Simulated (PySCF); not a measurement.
**B2F2H5P: electronic excitations and core binding energies**

Aim: predict the electronic excitations and core binding energies of B2F2H5P (`FB(F)[BH2-][PH3+]`).

Programs: PySCF 2.14.0, with density-fitted response routines of our own. Each step states its level of theory. These are calculated values for one molecule in the gas phase, unless marked as measured. Atoms count from 0, in the outputs and in this text.

### 1 The molecule as given

10 atoms, charge 0, multiplicity 1; geometry from: GFN2-xTB.

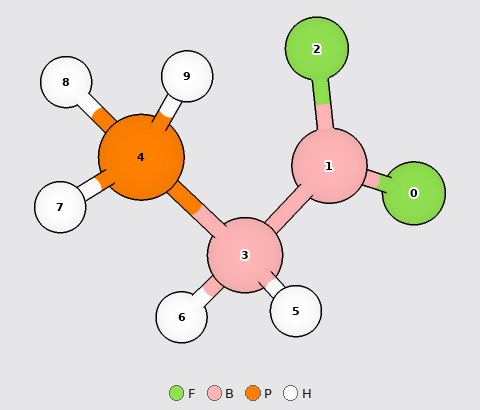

As it starts; fluorine green, boron pink, phosphorus orange, hydrogen white, atoms numbered.

### 2 Ultraviolet spectrum: CAM-B3LYP/def2-SVPD

The job: settings as JSON, then the geometry in Å.

```
{"job": {"kind": "uv", "xc": "CAM-B3LYP", "basis": "def2-SVPD", "nstates": 8, "ntriplets": 3}, "charge": 0, "multiplicity": 1}
F      2.909978    -0.313316    -0.088318
B      1.634094    -0.070336     0.184131
F      1.522644     0.486230     1.406765
B      0.278822    -0.365901    -0.770862
P     -1.250216     0.221771     0.234707
H      0.060709    -1.517550    -0.999000
H      0.228594     0.264539    -1.783962
H     -2.520366     0.109898    -0.307839
H     -1.334649     1.542413     0.638223
H     -1.520727    -0.353094     1.463627
```

Level: TDDFT CAM-B3LYP/def2-SVPD, vertical, gas phase, core orbitals frozen in the response.

Command:

```
> OMP_NUM_THREADS=1 python probes_run.py task.json out
```

This one command runs all jobs of the session in turn.

The program printed:

```text
coarse grid: 9072 points
cycle   1  E = -593.3297617193  dE =  4.546e-01  |g| = 6.408e-01  |ddm| = 3.942e+00
cycle   2  E = -593.3307718212  dE = -1.010e-03  |g| = 7.479e-01  |ddm| = 1.671e+00
cycle   3  E = -593.4184450377  dE = -8.767e-02  |g| = 6.034e-02  |ddm| = 6.773e-01
cycle   4  E = -593.4194138808  dE = -9.688e-04  |g| = 2.105e-02  |ddm| = 1.245e-01
cycle   5  E = -593.4195525555  dE = -1.387e-04  |g| = 2.735e-03  |ddm| = 5.268e-02
cycle   6  E = -593.4195548563  dE = -2.301e-06  |g| = 6.986e-04  |ddm| = 6.307e-03
final grid: 84416 points
cycle   7  E = -593.4877696106  dE = -2.891e-05  |g| = 2.196e-03  |ddm| = 3.849e-02
cycle   8  E = -593.4877697341  dE = -1.235e-07  |g| = 2.371e-03  |ddm| = 4.886e-03
cycle   9  E = -593.4877705907  dE = -8.566e-07  |g| = 2.633e-04  |ddm| = 2.086e-03
cycle  10  E = -593.4877706034  dE = -1.267e-08  |g| = 1.231e-04  |ddm| = 6.293e-04
cycle  11  E = -593.4877706068  dE = -3.410e-09  |g| = 3.071e-05  |ddm| = 1.827e-04
cycle  12  E = -593.4877706069  dE = -1.573e-10  |g| = 1.105e-05  |ddm| = 4.168e-05
converged SCF energy = -593.4877706069

Static polarisability (au): isotropic 56.632, principal 47.959 54.245 67.692

Singlet excitations
state   eV       nm        f      main configurations
  1   7.3265    169.2   0.02501   H->L+1 0.62, H->L+4 0.31
  2   7.7107    160.8   0.01151   H->L 0.93
  3   7.9788    155.4   0.00387   H->L+4 0.63, H->L+1 0.34
  4   8.0741    153.6   0.06077   H->L+2 0.79
  5   8.1342    152.4   0.01581   H->L+3 0.68, H-1->L+1 0.17, H->L+2 0.09
  6   8.2809    149.7   0.01093   H-1->L 0.92
  7   8.3504    148.5   0.03369   H-1->L+1 0.66, H->L+3 0.13
  8   8.4760    146.3   0.01304   H-1->L+2 0.38, H-2->L+1 0.33, H-1->L+3 0.21

Triplet excitations (Tamm-Dancoff, eV): 6.1949 7.4653 7.6185
```

It took 28 s on 1 thread of Arm Neoverse N1, shared host; peak memory 0.63 GiB.

Frontier orbitals and where they lie:

| orbital | eV | atoms |
| --- | --- | --- |
| HOMO−3 | -12.87 | F2 46 %, F0 43 % |
| HOMO−2 | -10.97 | B3 31 %, P4 30 %, H6 9 % |
| HOMO−1 | -10.52 | B3 41 %, H5 20 %, H6 20 % |
| HOMO | -9.87 | B3 35 %, B1 24 %, F2 11 % |
| LUMO | 0.65 | P4 26 %, B3 18 %, H7 14 % |
| LUMO+1 | 1.20 | P4 31 %, B3 16 %, B1 12 % |
| LUMO+2 | 1.23 | B3 20 %, P4 19 %, B1 19 % |

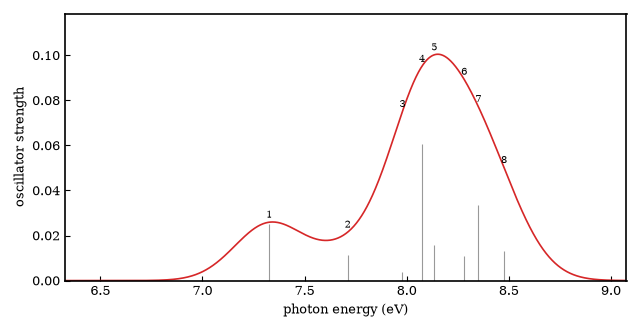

Absorption spectrum from the 8 singlet states computed; above the last one it falls off for lack of states. Lines are broadened to a width of 0.40 eV (Gaussian).

Ground-state properties from the same run:

| property | computed |
| --- | --- |
| dipole moment (D) | 5.05 |
| polarisability (Å³) | 8.39 |
| HOMO–LUMO gap (eV) | 10.52 |
| −ε(HOMO) (eV) | 9.87 |

### 3 Core holes by ΔSCF: SCAN, X2C

Settings changed since step 2:

```diff
@@ -1,2 +1,2 @@
-{"job": {"kind": "uv", "xc": "CAM-B3LYP", "basis": "def2-SVPD", "nstates": 8, "ntriplets": 3}, "charge": 0, "multiplicity": 1}
+{"job": {"kind": "xps"}, "charge": 0, "multiplicity": 1}
 F      2.909978    -0.313316    -0.088318
```

Level: delta-SCF UKS SCAN, pcX-2 on the ionised atom, pcseg-1 elsewhere, spin-free X2C.

The program printed:

```text
ground state, core basis on atom 0 (F), 130 functions
  cycle   1  E = -594.60505291  |g| = 7.27e-01
  cycle   2  E = -594.47496209  |g| = 1.19e+00
  cycle   3  E = -594.70487507  |g| = 1.26e-01
  cycle   4  E = -594.70847012  |g| = 3.58e-02
  cycle   5  E = -594.70868298  |g| = 1.37e-02
  cycle   6  E = -594.70871229  |g| = 6.48e-03
  cycle   7  E = -594.70871973  |g| = 9.17e-04
  cycle   8  E = -594.70871940  |g| = 2.14e-04
  E(ground) = -594.72558666 Eh
hole in F 1s of atom 0
  cycle   1  E = -568.36566179  |g| = 2.58e+00
  cycle   2  E = -568.33093931  |g| = 2.11e+00
  cycle   3  E = -569.19807474  |g| = 3.97e-01
  cycle   4  E = -569.19951411  |g| = 3.84e-01
  cycle   5  E = -569.24800383  |g| = 4.51e-02
  cycle   6  E = -569.24860729  |g| = 2.37e-02
  cycle   7  E = -569.24900667  |g| = 2.61e-03
  cycle   8  E = -569.24900852  |g| = 8.42e-04
  cycle   9  E = -569.24900920  |g| = 3.31e-04
  E(ion) = -569.27208607 Eh   <S^2> = 0.7563   hole on atom = 1.000   binding energy = 692.625 eV
ground state, core basis on atom 1 (B), 130 functions
  cycle   1  E = -594.66344369  |g| = 1.18e-01
  cycle   2  E = -594.65964957  |g| = 1.90e-01
  cycle   3  E = -594.66527826  |g| = 1.22e-02
  cycle   4  E = -594.66528797  |g| = 1.03e-02
  cycle   5  E = -594.66530515  |g| = 1.60e-03
  cycle   6  E = -594.66530425  |g| = 2.81e-04
  E(ground) = -594.68122662 Eh
hole in B 1s of atom 1
  cycle   1  E = -586.99227702  |g| = 1.16e+00
  cycle   2  E = -585.52799920  |g| = 1.84e+00
  cycle   3  E = -587.25961136  |g| = 4.02e-01
  cycle   4  E = -587.35303692  |g| = 1.72e-01
  cycle   5  E = -587.36905896  |g| = 1.08e-01
  cycle   6  E = -587.37400195  |g| = 2.80e-02
  cycle   7  E = -587.37430930  |g| = 6.35e-03
  cycle   8  E = -587.37433358  |g| = 3.42e-03
  cycle   9  E = -587.37433688  |g| = 2.69e-03
  cycle  10  E = -587.37433849  |g| = 7.94e-04
  cycle  11  E = -587.37434090  |g| = 2.64e-04
  E(ion) = -587.39280902 Eh   <S^2> = 0.7760   hole on atom = 1.000   binding energy = 198.328 eV
ground state, core basis on atom 3 (B), 130 functions
  cycle   1  E = -594.65627268  |g| = 5.22e-02
  cycle   2  E = -594.65608633  |g| = 4.10e-02
  cycle   3  E = -594.65640293  |g| = 2.16e-02
  cycle   4  E = -594.65648793  |g| = 6.31e-03
  cycle   5  E = -594.65649773  |g| = 8.28e-04
  cycle   6  E = -594.65649847  |g| = 3.41e-04
  E(ground) = -594.67137248 Eh
hole in B 1s of atom 3
  cycle   1  E = -587.10572451  |g| = 1.18e+00
  cycle   2  E = -586.60615813  |g| = 1.41e+00
  cycle   3  E = -587.48361459  |g| = 3.03e-01
  cycle   4  E = -587.51623512  |g| = 1.93e-01
  cycle   5  E = -587.52759639  |g| = 3.45e-02
  cycle   6  E = -587.52811230  |g| = 7.57e-03
  cycle   7  E = -587.52814923  |g| = 4.41e-03
  cycle   8  E = -587.52816113  |g| = 2.11e-03
  cycle   9  E = -587.52816312  |g| = 1.50e-03
  cycle  10  E = -587.52816395  |g| = 5.62e-04
  cycle  11  E = -587.52816533  |g| = 7.42e-05
  E(ion) = -587.54418389 Eh   <S^2> = 0.7703   hole on atom = 1.000   binding energy = 193.941 eV
ground state, core basis on atom 4 (P), 141 functions
  cycle   1  E = -594.77952758  |g| = 3.39e-01
  cycle   2  E = -594.77950473  |g| = 3.03e-02
  cycle   3  E = -594.77934757  |g| = 3.74e-02
  cycle   4  E = -594.77976978  |g| = 6.19e-03
  cycle   5  E = -594.77977314  |g| = 2.71e-03
  cycle   6  E = -594.77977786  |g| = 1.08e-04
  E(ground) = -594.76411151 Eh
hole in P 1s of atom 4
  cycle   1  E = -514.55685032  |g| = 4.72e+00
  cycle   2  E = -513.67703908  |g| = 2.55e+00
  cycle   3  E = -514.57918638  |g| = 1.31e+00
  cycle   4  E = -515.65402188  |g| = 3.21e-01
  cycle   5  E = -515.65301210  |g| = 3.25e-01
  cycle   6  E = -515.68957970  |g| = 3.66e-02
  cycle   7  E = -515.69001137  |g| = 1.49e-02
  cycle   8  E = -515.69010444  |g| = 6.69e-03
  cycle   9  E = -515.69011914  |g| = 1.94e-03
  cycle  10  E = -515.69012053  |g| = 5.56e-04
  cycle  11  E = -515.69012094  |g| = 1.11e-04
  E(ion) = -515.67564441 Eh   <S^2> = 0.7519   hole on atom = 1.000   binding energy = 2152.107 eV
hole in P 2p of atom 4
  cycle   1  E = -589.29327512  |g| = 1.39e+00
  cycle   2  E = -588.51861505  |g| = 1.60e+00
  cycle   3  E = -589.51552273  |g| = 4.84e-01
  cycle   4  E = -589.65946156  |g| = 1.81e-01
  cycle   5  E = -589.66439974  |g| = 1.36e-01
  cycle   6  E = -589.67089012  |g| = 2.23e-02
  cycle   7  E = -589.67108197  |g| = 8.60e-03
  cycle   8  E = -589.67112791  |g| = 1.92e-03
  cycle   9  E = -589.67113136  |g| = 1.21e-03
  cycle  10  E = -589.67113092  |g| = 5.20e-04
  cycle  11  E = -589.67113138  |g| = 1.33e-04
  E(ion) = -589.66578183 Eh   <S^2> = 0.7531   hole on atom = 1.002   binding energy = 138.733 eV
  2p3/2 = 138.510 eV   2p1/2 = 139.402 eV
```

Run time: 52 s. Hardware: 1 thread of Arm Neoverse N1, shared host; peak memory 0.48 GiB.

The holes in one table. −ε is the ground-state orbital energy:

| hole | stands for | environment | ΔSCF (eV; 2p as the shell's mean) | −ε (eV) | ⟨S²⟩ |
| --- | --- | --- | --- | --- | --- |
| F1s on F0 | F0, F2 | fluorine bonded to B | 692.63 | 666.4 | 0.756 |
| B1s on B1 | B1 | boron bonded to B, 2 F | 198.33 | 181.9 | 0.776 |
| B1s on B3 | B3 | boron bonded to B, P, 2 H | 193.94 | 178.5 | 0.770 |
| P1s on P4 | P4 | phosphorus bonded to B, 3 H | 2152.11 | 2094.5 | 0.752 |
| P2p on P4 | P4 | phosphorus bonded to B, 3 H | 138.81 | 127.5 | 0.753 |

Each hole run stands for the others of its class of like atoms.

With the spin-orbit splitting: P4 2p3/2 138.51, 2p1/2 139.40 eV. The table gives each 2p level as the mean over the whole 2p shell (two parts 2p3/2, one part 2p1/2), which differs a little from the single hole in the log.

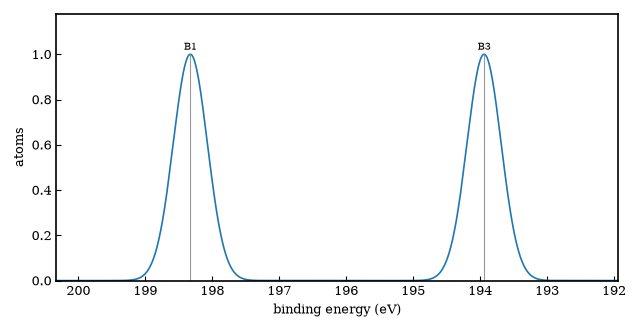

The B1s photoelectron lines, weighted by the number of atoms. Lines are broadened to a width of 0.60 eV (Gaussian).

### 4 Summary of results

| quantity | value |
| --- | --- |
| lowest singlet (CAM-B3LYP/def2-SVPD) | 7.33 eV (169 nm), f = 0.025 |
| brightest single state of those computed | state 4, 8.07 eV, f = 0.061 |
| lowest triplet | 6.19 eV |
| B1s binding energies, SCAN/pcX-2 | B1 198.33, B3 193.94 eV |
| F1s binding energies, SCAN/pcX-2 | F0 692.63 eV |
| P1s binding energies, SCAN/pcX-2 | P4 2152.11 eV |
| P2p binding energies, SCAN/pcX-2 | P4 138.81 eV |

What this shows: The lowest singlet, at 7.33 eV, is HOMO→LUMO+1 0.62, HOMO→LUMO+4 0.31 and is weak; of the 8 states computed, the strongest absorption comes from state 4 at 8.07 eV. The lowest triplet lies 1.13 eV below the lowest singlet (triplets in Tamm-Dancoff, singlets in full TDDFT). The B1s levels kept as sound span 4.39 eV, from B3 (boron bonded to B, P, 2 H) up to B1 (boron bonded to B, 2 F).
